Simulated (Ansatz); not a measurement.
# A workflow on C2H5FSi (SMILES F/C=C/[SiH3])

Aim: a series of 18 runs (HF/STO-3G, UHF/STO-3G, HF/3-21G, UHF/3-21G, HF/6-31G*, UHF/6-31G*, B3LYP/6-31G*, PBE/def2-SVP, and more) of C2H5FSi. 

Program for the calculation: Ansatz 0.2.0.

## 1. The molecule

C2H5FSi: 9 atoms, total charge 0, spin state singlet. SMILES: `F/C=C/[SiH3]`. The shape is that of a PBE0-D4/def2-TZVP optimisation. The run starts from this shape.

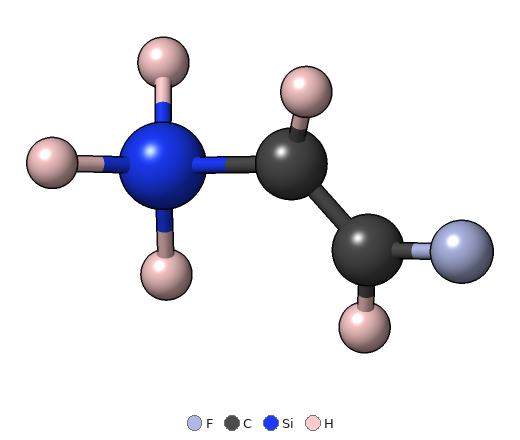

Viewed from a chosen angle; fluorine light blue, carbon dark grey, silicon blue, hydrogen pink.

## 2. A structure relaxation at HF/STO-3G (start density atoms) (run 1)

molecule.yaml reads:

```yaml
crystal:
  periodic: [false, false, false]
  atoms:
    - {symbol: F, position_ang: [-1.259900, 2.360900, 0.506400]}
    - {symbol: C, position_ang: [-0.578300, 1.355000, -0.048000]}
    - {symbol: C, position_ang: [-0.336700, 0.219900, 0.584900]}
    - {symbol: Si, position_ang: [0.614100, -1.145000, -0.228900]}
    - {symbol: H, position_ang: [-0.264200, 1.599600, -1.058100]}
    - {symbol: H, position_ang: [-0.716100, 0.118100, 1.598600]}
    - {symbol: H, position_ang: [1.843700, -1.465600, 0.542800]}
    - {symbol: H, position_ang: [-0.206700, -2.381600, -0.316300]}
    - {symbol: H, position_ang: [0.992500, -0.707600, -1.598500]}
basis:
  gaussian: {orbitals: STO-3G}
output: {orbitals: {seedname: orbitals}}
relax: {f_tol: 0.002}
hamiltonian: {xc: hf}
```

The run is started by

```bash
$ ansatz run molecule.yaml --threads 1 --pin off --max-ram 3480MiB --events-out events.jsonl --progress --plain --runs-dir runs
```

Output:

```text
Warning: RAYON_NUM_THREADS=1 ignored (pool sized by the plan → 1); use --threads N
The last accepted step is kept in runs//last_step.txt (removed where the run ends without a failure and the disk answers)
[... 62 lines left out ...]
Total energy: -12553.28978296 eV, -461.3248905984 hartree
[... 9 lines left out ...]
Dipole moment:     0.114894    -0.165588    -0.097761 e Å
```

Run time: 4.5 s. Hardware: 1 thread of Arm Neoverse V2, shared host; peak memory 0.1 GiB.

Step by step:

```
step  energy from the first frame kept (eV)  largest force (eV/Å)
   1                                 0.0000                1.7310
   2                                -0.2007                0.2082
   3                                -0.2048                0.1000
   4                                -0.2053                0.0327
   5                                -0.2053                0.0327
   6                                -0.2053                0.0613
   7                                -0.2054                0.0075
   8                                -0.2054                0.0019
```

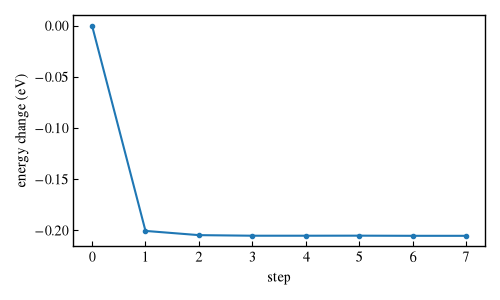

Energy along the run.

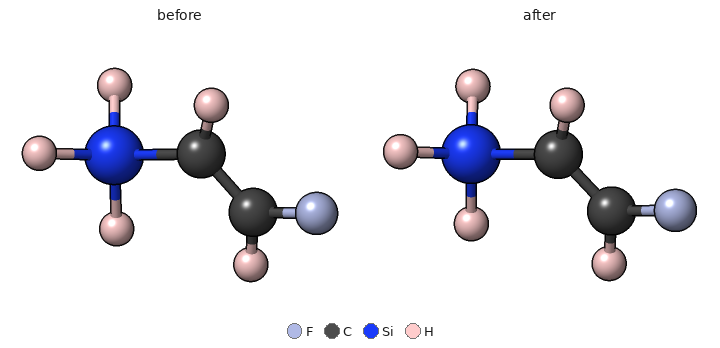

Before and after, at one scale.

After the run. Bond lengths: F1–C2 1.356 Å, C2–C3 1.313 Å, C3–Si4 1.845 Å, C2–H5 1.093 Å, C3–H6 1.082 Å, Si4–H7 1.423 Å, Si4–H8 1.423 Å, Si4–H9 1.422 Å. Some angles: F1–C2–C3 123.6°, C2–C3–Si4 124.3°, F1–C2–H5 112.8°, C3–C2–H5 123.6°, C2–C3–H6 116.9°, Si4–C3–H6 118.8°, C3–Si4–H7 110.0°, C3–Si4–H8 110.0°, C3–Si4–H9 109.4°, H7–Si4–H8 108.7°.

## 3. The harmonic vibrations at HF/STO-3G (start density atoms) (run 2)

input.yaml reads:

```yaml
crystal:
  periodic: [false, false, false]
  atoms:
    - symbol: F
      position_ang: [-1.280769, 2.368591, 0.548091]
    - symbol: C
      position_ang: [-0.585581, 1.365256, -0.041889]
    - symbol: C
      position_ang: [-0.320940, 0.221202, 0.546224]
    - symbol: Si
      position_ang: [0.623055, -1.156244, -0.238365]
    - symbol: H
      position_ang: [-0.268865, 1.610092, -1.059098]
    - symbol: H
      position_ang: [-0.687146, 0.093714, 1.556322]
    - symbol: H
      position_ang: [1.787894, -1.445990, 0.526493]
    - symbol: H
      position_ang: [-0.184286, -2.326795, -0.300246]
    - symbol: H
      position_ang: [1.005037, -0.776126, -1.554632]
basis:
  gaussian: {orbitals: STO-3G}
hamiltonian: {xc: hf}
phonons: {temperatures: {t_min: 298.15, t_max: 298.15, t_step: 1}}
```

The run is started by

```bash
$ ansatz run input.yaml --threads 1 --pin off --max-ram 3480MiB --events-out events.jsonl --progress --plain --runs-dir runs
```

Output:

```text
Warning: RAYON_NUM_THREADS=1 ignored (pool sized by the plan → 1); use --threads N
[... 295 lines left out ...]
Total energy: -12553.28979954 eV, -461.3248912076 hartree
[... 9 lines left out ...]
Dipole moment:     0.114894    -0.165587    -0.097761 e Å
Vibrations: 109.59 248.58 250.31 480.69 774.03 793.23 985.48 1000.52 1181.25 1203.96 1228.37 1236.21 1360.46 1460.34 1570.42 2057.06 2867.72 2912.62 2920.44 3653.58 3692.76 cm⁻¹, zero-point energy 1.982979 eV
```

Run time: 17 s. Hardware: 1 thread of Arm Neoverse V2, shared host.

Runs 3 to 5 aren't shown in full; the table further down has their settings and results.

## 4. Vibrational wavenumbers at HF/3-21G (start density atoms) (run 6)

run.yaml reads:

```yaml
crystal:
  periodic: [false, false, false]
  atoms:
    - {symbol: F, position_ang: [-1.285420, 2.390284, 0.536001]}
    - {symbol: C, position_ang: [-0.588096, 1.372804, -0.043817]}
    - {symbol: C, position_ang: [-0.338944, 0.241866, 0.566990]}
    - {symbol: Si, position_ang: [0.627747, -1.170615, -0.234242]}
    - {symbol: H, position_ang: [-0.283914, 1.623683, -1.037194]}
    - {symbol: H, position_ang: [-0.709905, 0.130998, 1.570482]}
    - {symbol: H, position_ang: [1.853009, -1.480608, 0.547951]}
    - {symbol: H, position_ang: [-0.204406, -2.399554, -0.314233]}
    - {symbol: H, position_ang: [1.018330, -0.755158, -1.609039]}
basis:
  gaussian:
    orbitals: 3-21G.json
hamiltonian:
  xc: hf
phonons:
  temperatures:
    t_min: 298.15
    t_max: 298.15
    t_step: 1
```

The basis set 3-21G is read from a file made from the Basis Set Exchange's data (not shown).

The run is started by

```bash
$ ansatz run run.yaml --threads 1 --pin off --max-ram 3480MiB --events-out events.jsonl --progress --plain --runs-dir runs
```

Output:

```text
Warning: RAYON_NUM_THREADS=1 ignored (pool sized by the plan → 1); use --threads N
[... 298 lines left out ...]
Total energy: -12639.02873350 eV, -464.4757389147 hartree
[... 9 lines left out ...]
Dipole moment:     0.144178    -0.192975    -0.138396 e Å
Vibrations: 146.16 233.78 234.15 451.92 668.25 696.48 874.24 1003.44 1013.33 1022.84 1040.05 1131.44 1199.52 1358.25 1514.38 1856.81 2271.70 2276.97 2291.10 3342.00 3408.17 cm⁻¹, zero-point energy 1.737947 eV
```

It took 17 s on 1 thread of Arm Neoverse V2, shared host; peak memory 0.093 GiB.

Runs 7 to 17 aren't shown in full; the table further down has their settings and results.

## 5. Vibrational wavenumbers at MP2/6-31G(d) (Cartesian functions, start density atoms) (run 18)

job.yaml reads:

```yaml
crystal:
  periodic: [false, false, false]
  atoms:
    - {symbol: F, position_ang: [-1.270437, 2.380561, 0.510292]}
    - {symbol: C, position_ang: [-0.578928, 1.360617, -0.052624]}
    - {symbol: C, position_ang: [-0.337073, 0.215996, 0.590176]}
    - {symbol: Si, position_ang: [0.618790, -1.157990, -0.226354]}
    - {symbol: H, position_ang: [-0.265953, 1.607953, -1.062911]}
    - {symbol: H, position_ang: [-0.721596, 0.125707, 1.604016]}
    - {symbol: H, position_ang: [1.852496, -1.475938, 0.537068]}
    - {symbol: H, position_ang: [-0.200583, -2.392972, -0.323253]}
    - {symbol: H, position_ang: [0.991683, -0.710234, -1.593509]}
basis:
  gaussian:
    orbitals: "6-31G*"
correlation:
  method: mp2
phonons:
  temperatures:
    t_min: 298.15
    t_max: 298.15
    t_step: 1
```

The run is started by

```bash
$ ansatz run job.yaml --threads 1 --pin off --max-ram 3480MiB --events-out events.jsonl --progress --plain --runs-dir runs
```

Output:

```text
Warning: RAYON_NUM_THREADS=1 ignored (pool sized by the plan → 1); use --threads N
[... 41 lines left out ...]
8 core orbitals not correlated: weight in the atoms' cores, before any rotation towards them, 1.000 or more for the frozen orbitals, at most 0.000 for the correlated occupied ones
[... 93 lines left out ...]
8 core orbitals not correlated: weight in the atoms' cores, before any rotation towards them, 1.000 or more for the frozen orbitals, at most 0.000 for the correlated occupied ones
[... 93 lines left out ...]
8 core orbitals not correlated: weight in the atoms' cores, before any rotation towards them, 1.000 or more for the frozen orbitals, at most 0.000 for the correlated occupied ones
[... 94 lines left out ...]
8 core orbitals not correlated: weight in the atoms' cores, before any rotation towards them, 1.000 or more for the frozen orbitals, at most 0.000 for the correlated occupied ones
[... 93 lines left out ...]
Dipole moment:     0.079968    -0.098483    -0.085812 e Å
[... 1 line left out ...]
Checks for a lower state left out: cluster_reference
```

It took 87 s on 1 thread of Arm Neoverse V2, shared host; peak memory 0.15 GiB.

## 6. Overview of the runs

```
run                                                    level         task  walk f tol  partner  energy (Eh)  dipole moment (D)  wall time
  1                          HF/STO-3G (start density atoms)     optimise       0.002     base  -461.324891               1.08      4.5 s
  2                          HF/STO-3G (start density atoms)  frequencies           –     base  -461.324891               1.08       17 s
  3                         UHF/STO-3G (start density atoms)       energy           –   cation  -461.064001                  –     0.18 s
  4                         UHF/STO-3G (start density atoms)     optimise           –   cation  -461.088990                  –      3.9 s
  5                           HF/3-21G (start density atoms)     optimise       0.002     base  -464.475739               1.33      5.1 s
  6                           HF/3-21G (start density atoms)  frequencies           –     base  -464.475739               1.33       17 s
  7                          UHF/3-21G (start density atoms)       energy           –   cation  -464.131313                  –     0.52 s
  8                          UHF/3-21G (start density atoms)     optimise           –   cation  -464.148571                  –      4.8 s
  9     HF/6-31G* (Cartesian functions, start density atoms)     optimise       0.002     base  -466.965662               0.84        9 s
 10     HF/6-31G* (Cartesian functions, start density atoms)  frequencies           –     base  -466.965662               0.84       43 s
 11    UHF/6-31G* (Cartesian functions, start density atoms)       energy           –   cation  -466.635074                  –      1.3 s
 12    UHF/6-31G* (Cartesian functions, start density atoms)     optimise           –   cation  -466.653914                  –       11 s
 13  B3LYP/6-31G* (Cartesian functions, start density atoms)     optimise       0.002     base  -468.519763               0.51       19 s
 14  B3LYP/6-31G* (Cartesian functions, start density atoms)  frequencies           –     base  -468.519763               0.51       86 s
 15                       PBE/def2-SVP (start density atoms)     optimise       0.002     base  -467.936605               0.43       15 s
 16                       PBE/def2-SVP (start density atoms)  frequencies           –     base  -467.936605               0.43       61 s
 17    MP2/6-31G* (Cartesian functions, start density atoms)     optimise       0.002     base  -467.464757               0.74       15 s
 18    MP2/6-31G* (Cartesian functions, start density atoms)  frequencies           –     base  -467.464757               0.74       87 s
```

## 7. Outcome

| quantity | value |
| --- | --- |
| run 18, MP2/6-31G*: total energy | -467.46476 Eh |
| run 18, MP2/6-31G*: dipole moment (correlated density) | 0.74 D |
| run 18, MP2/6-31G*: correlation energy (8 core orbitals frozen) | -500.7 mEh |
| run 18, MP2/6-31G*: largest force on an atom | 0.001 eV/Å |
| run 18, MP2/6-31G*: lowest harmonic wavenumber | 151 cm⁻¹ |
| run 18, MP2/6-31G*: highest harmonic wavenumber | 3261 cm⁻¹ |
| run 18, MP2/6-31G*: zero-point energy | 160.7 kJ/mol |
| vertical ionisation energy (to the doublet cation), HF/STO-3G | 7.099 eV |
| vertical ionisation energy (to the doublet cation), HF/3-21G | 9.372 eV |
| vertical ionisation energy (to the doublet cation), HF/6-31G* | 8.996 eV |
| adiabatic ionisation energy (to the doublet cation, no zero-point term), HF/STO-3G | 6.419 eV |
| adiabatic ionisation energy (to the doublet cation, no zero-point term), HF/3-21G | 8.903 eV |
| adiabatic ionisation energy (to the doublet cation, no zero-point term), HF/6-31G* | 8.483 eV |

In words: At HF/STO-3G: removing an electron at fixed nuclei costs 7.10 eV (164 kcal/mol). In a minimal basis such a difference can be off by several eV, whatever the method. At HF/3-21G: removing an electron at fixed nuclei costs 9.37 eV (904 kJ/mol). At HF/6-31G*: removing an electron at fixed nuclei costs 9.00 eV (868 kJ/mol). At HF/STO-3G: the adiabatic ionisation energy (to the doublet cation, no zero-point term) is 6.42 eV (148 kcal/mol). At HF/3-21G: the adiabatic ionisation energy (to the doublet cation, no zero-point term) is 8.90 eV (205 kcal/mol). Totals of different functionals can't be ranked against each other. In runs 1, 2, 3, 4 the basis is minimal, so the values are rough. All runs together took 6.7 min, the longest 87 s.
